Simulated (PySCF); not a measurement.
C$_{2}$H$_{7}$NSi$_{3}$: NMR shielding calculation

C$_{2}$H$_{7}$NSi$_{3}$, computed with GIAO wB97X-D/pcSseg-1 NMR shielding, non-relativistic, gas phase (PySCF 2.14.0).

The geometry comes from this level: PBE0-D3(BJ)/def2-SVP. Figures and captions count atoms from 1; the log counts them from 0 in places.

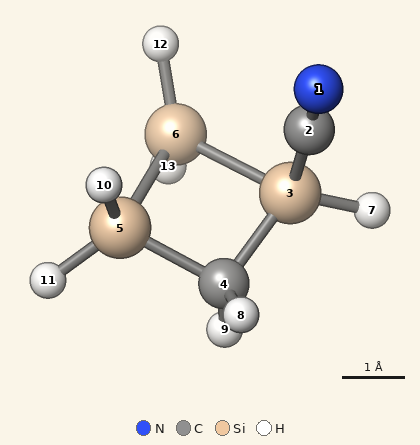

The structure as given in the input (ball-and-stick view, seen at a tilt; atoms are numbered from 1 in the order of the input). Bond lengths as drawn: C–H 1.10 Å, C–N 1.16 Å, C–Si 1.86 to 1.91 Å, H–Si 1.49 to 1.50 Å and Si–Si 2.35 to 2.36 Å.

Summary

```json
{"quantity": "outcome", "value": "converged"}
{"quantity": "total energy", "value": "−1003.536253 hartree"}
{"quantity": "HOMO", "value": "−9.56 eV"}
{"quantity": "LUMO", "value": "0.67 eV"}
{"quantity": "dipole moment", "value": "4.04 D"}
{"quantity": "isotropic shielding, N", "value": "−112.3 ppm"}
{"quantity": "isotropic shielding, C", "value": "57.6 to 188.7 ppm"}
{"quantity": "isotropic shielding, Si", "value": "406.0 to 437.4 ppm"}
{"quantity": "isotropic shielding, H", "value": "26.5 to 31.2 ppm"}
{"quantity": "hardware", "value": "1 CPU thread, shared host"}
{"quantity": "wall time", "value": "23 s"}
{"quantity": "peak memory", "value": "0.89 GiB"}
```

Input file
```
{"job": {"kind": "nmr", "xc": "wB97X-D", "basis": "pcSseg-1", "pop": false}, "charge": 0, "multiplicity": 1}
N     -2.593541     1.055836    -1.847184
C     -2.029386     0.766932    -0.875106
Si    -1.062983     0.317033     0.650953
C     -0.244662    -1.360240     0.323052
Si     1.257190    -0.707851    -0.666609
Si     1.036434     1.363655     0.450418
H     -1.993715     0.436727     1.809453
H     -0.867180    -2.130833    -0.155794
H      0.121359    -1.754988     1.287698
H      0.915818    -0.562224    -2.112965
H      2.508743    -1.510279    -0.518357
H      1.168898     2.676170    -0.242812
H      1.758970     1.375151     1.760953
```

The first line tells a small driver script what to run in PySCF; the rest is the geometry in Å.

Launch command:
```bash
OMP_NUM_THREADS=1 python <driver script> task.json out
```

The program's output
```
coarse grid: 12448 points
cycle   1  E = -1003.4280649883  dE =  3.891e-01  |g| = 4.747e-01  |ddm| = 3.357e+00
cycle   2  E = -1003.3813602276  dE =  4.670e-02  |g| = 7.148e-01  |ddm| = 8.353e-01
cycle   3  E = -1003.4919562180  dE = -1.106e-01  |g| = 6.903e-02  |ddm| = 4.308e-01
cycle   4  E = -1003.4930536987  dE = -1.097e-03  |g| = 3.589e-02  |ddm| = 1.063e-01
cycle   5  E = -1003.4933681147  dE = -3.144e-04  |g| = 6.138e-03  |ddm| = 4.424e-02
cycle   6  E = -1003.4933802620  dE = -1.215e-05  |g| = 1.944e-03  |ddm| = 1.087e-02
cycle   7  E = -1003.4933816666  dE = -1.405e-06  |g| = 3.053e-04  |ddm| = 4.251e-03
final grid: 106792 points
cycle   8  E = -1003.5362465901  dE = -9.470e-05  |g| = 5.123e-03  |ddm| = 3.184e-02
cycle   9  E = -1003.5362443144  dE =  2.276e-06  |g| = 6.428e-03  |ddm| = 8.759e-03
cycle  10  E = -1003.5362525333  dE = -8.219e-06  |g| = 1.237e-03  |ddm| = 3.852e-03
cycle  11  E = -1003.5362528516  dE = -3.182e-07  |g| = 3.958e-04  |ddm| = 1.197e-03
cycle  12  E = -1003.5362529002  dE = -4.865e-08  |g| = 1.226e-04  |ddm| = 6.646e-04
cycle  13  E = -1003.5362529056  dE = -5.367e-09  |g| = 1.745e-05  |ddm| = 2.422e-04
cycle  14  E = -1003.5362529059  dE = -3.429e-10  |g| = 5.202e-06  |ddm| = 9.957e-05
```

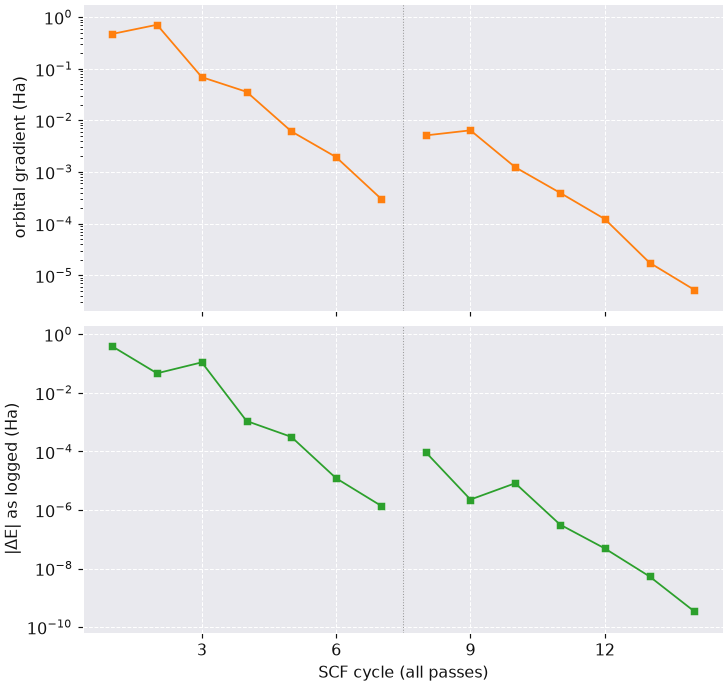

Convergence of the self-consistent field: orbital gradient and size of the energy change against the SCF cycle. The dotted line marks the change from a coarse to the final integration grid. The first 7 cycles use a coarse grid, the final grid takes over at cycle 8, and the field converges after 14 cycles in all.

```
converged SCF energy = -1003.5362529059

GIAO shielding tensors (ppm)
atom      isotropic    diamagn.    paramagn.     s11        s22        s33       span
  0 N     -112.347     337.966    -450.314   -314.441   -304.453    281.852    596.292
  1 C       57.594     263.844    -206.250    -60.746    -56.910    290.438    351.184
  2 Si     405.955     880.112    -474.158    357.126    403.601    457.136    100.010
  3 C      188.692     260.335     -71.643    180.450    183.976    201.650     21.200
  4 Si     408.049     879.784    -471.735    362.642    398.545    462.960    100.318
  5 Si     437.402     880.689    -443.287    393.129    453.205    465.872     72.743
  6 H       26.492      28.060      -1.568     23.044     23.890     32.543      9.499
  7 H       30.690      30.781      -0.091     25.986     26.706     39.379     13.393
  8 H       31.179      31.639      -0.459     27.273     28.099     38.166     10.893
  9 H       26.600      29.776      -3.176     23.864     24.935     31.001      7.136
 10 H       26.773      28.699      -1.926     23.023     24.275     33.022      9.999
 11 H       27.316      29.067      -1.751     23.902     24.673     33.373      9.471
 12 H       27.464      29.502      -2.039     24.440     25.477     32.474      8.035
```

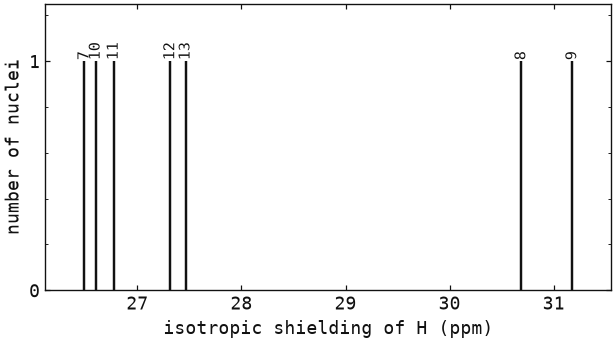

Isotropic shieldings of the hydrogen nuclei in this fixed geometry, labelled by atom number; shielding grows to the right, so chemical shift grows to the left. The least shielded is H7 (26.5 ppm), the most shielded H9 (31.2 ppm).
